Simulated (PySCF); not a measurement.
| atom | x (Å) | y (Å) | z (Å) |
| --- | --- | --- | --- |
| Al | 0.0000 | 0.0000 | -0.6480 |
| O | 0.0000 | 0.0000 | 1.0930 |

Computed with PBE0/def2-TZVP, non-relativistic Hamiltonian with scalar-relativistic core potentials where named, at a bond length of 1.741 Å (PySCF 2.14.0).

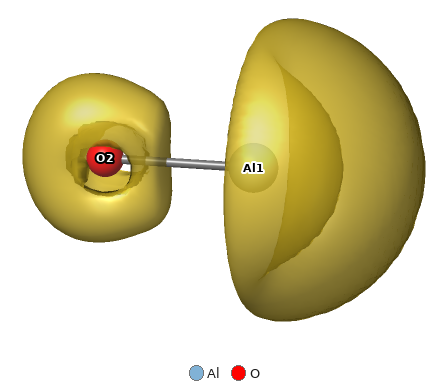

AlO (charge +1, triplet). Isosurface of the ELF at 0.8 (yellow), seen from one side. Core shells and regions of very low density are left out.

Q: Describe the localisation domains.

A: The ELF exceeds this value in one lobe on Al, pointing away from the bonds (non-bonding electrons) and one region wrapped around O (its valence shell). Along the contacts the grid gives the following. Al–O (1.74 Å): the ELF peaks at about 0.90 in the valence shell of O, 0.6 Å from its nucleus, and is about 0.50 at the midpoint.
